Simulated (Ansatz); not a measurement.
# P2H2 (phosphanylidenephosphane) at SVWN5/STO-3G

What is the vertical singlet–triplet gap of P2H2 (phosphanylidenephosphane) at SVWN5/STO-3G? 

The results are computed with Ansatz 0.2.0.

34 further runs of the same task are left out: 34 set aside as unsound or not needed.

## Step 1: The structure to begin with

P2H2 has 4 atoms, charge 0, and is taken as a singlet. As SMILES, `[H]/P=P/[H]`. The shape is that of a GFN2-xTB optimisation.

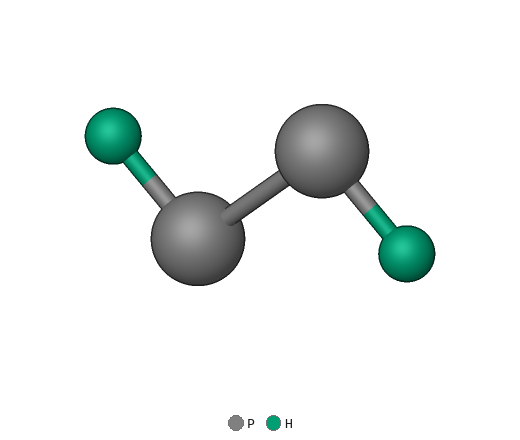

The structure, seen from a chosen angle (phosphorus grey, hydrogen teal).

## Step 2: A single-point energy at SVWN5/STO-3G

File in.yaml:

```yaml
crystal:
  periodic: [false, false, false]
  atoms:
    - {symbol: P, position_ang: [-0.024370, -1.003630, 0.088350]}
    - {symbol: P, position_ang: [0.024420, 1.003540, -0.088260]}
    - {symbol: H, position_ang: [1.037260, -1.067570, 1.003320]}
    - {symbol: H, position_ang: [-1.037310, 1.067660, -1.003410]}
basis:
  gaussian:
    orbitals: STO-3G
accuracy: high
hamiltonian:
  xc: {name: SVWN5}
```

Launch:

```
$ ansatz run in.yaml --threads 1 --pin off --max-ram 2610MiB --events-out events.jsonl --progress --plain --runs-dir runs
```

What it wrote:

```text
Warning: RAYON_NUM_THREADS=1 ignored (pool sized by the plan → 1); use --threads N
Functional definition: SVWN5
  name "SVWN5"
  exchange = slater_x
  correlation = vwn5_c
346 factors; integrals over basis functions are off by at most 4.4e-9 eV
mean field evaluation 1: about -18327.5391 eV, gradient 7.5e0 eV
mean field evaluation 2: about -18327.6783 eV, gradient 4.0e0 eV
mean field evaluation 4: about -18327.7498 eV, gradient 4.7e-2 eV
mean field evaluation 8: about -18327.7183 eV, gradient 2.1e-4 eV
mean field evaluation 16: about -18327.7183 eV, gradient 1.4e-8 eV
mean field -18327.71834210 eV, -673.5312260986 hartree, gradient 1.4e-8 eV, S^2 0.000000; 0 other end points of the search recorded, 0 dependent functions left out
reference -18327.71834361 eV, -673.5312261540 hartree; 16, 16 occupied and 4, 4 virtual orbitals, 346 factors
Total energy: -18327.71834361 eV, -673.5312261540 hartree
```

Run time: 0.59 s. Hardware: 1 thread of Arm Neoverse V2, shared host.

## Step 3: The triplet, same level

File molecule.yaml:

```yaml
crystal:
  periodic: [false, false, false]
  atoms:
    - symbol: P
      position_ang: [-0.024370, -1.003630, 0.088350]
    - symbol: P
      position_ang: [0.024420, 1.003540, -0.088260]
    - symbol: H
      position_ang: [1.037260, -1.067570, 1.003320]
    - symbol: H
      position_ang: [-1.037310, 1.067660, -1.003410]
basis:
  gaussian: {orbitals: STO-3G}
magnetization: {spin_polarized: true, initial_magnetization: 2}
hamiltonian: {xc: {name: SVWN5}}
accuracy: high
```

Launch:

```
$ ansatz run molecule.yaml --threads 1 --pin off --max-ram 2610MiB --events-out events.jsonl --progress --plain --runs-dir runs
```

What it wrote:

```text
Warning: RAYON_NUM_THREADS=1 ignored (pool sized by the plan → 1); use --threads N
[... 4 set-up lines as earlier in the session ...]
346 factors; integrals over basis functions are off by at most 4.4e-9 eV
mean field evaluation 1: about -18324.5797 eV, gradient 5.4e0 eV
mean field evaluation 2: about -18324.5238 eV, gradient 5.3e0 eV
mean field evaluation 4: about -18324.7555 eV, gradient 2.3e0 eV
mean field evaluation 8: about -18324.7748 eV, gradient 1.7e0 eV
mean field evaluation 16: about -18324.8086 eV, gradient 5.9e-3 eV
mean field evaluation 32: about -18324.8085 eV, gradient 5.0e-4 eV
mean field -18324.80859780 eV, -673.4242949679 hartree, gradient 1.5e-8 eV, S^2 2.001164; 3 other end points of the search recorded, 0 dependent functions left out
reference -18324.80859932 eV, -673.4242950235 hartree; 17, 15 occupied and 3, 5 virtual orbitals, 346 factors
Total energy: -18324.80859932 eV, -673.4242950235 hartree
```

Wall time 4.2 s (1 thread of Arm Neoverse V2, shared host); peak memory 0.1 GiB.

## Step 4: What came out

At SVWN5/STO-3G:

```
                                        quantity          value
                           singlet: total energy  -673.53123 Eh
                           triplet: total energy  -673.42430 Eh
                                   triplet: ⟨S²⟩          2.001
vertical energy of the triplet above the singlet       2.910 eV
```

**Reading.** At this shape the triplet lies 2.91 eV (67 kcal/mol) above the singlet. In a minimal basis such a difference can be off by several eV, whatever the method.
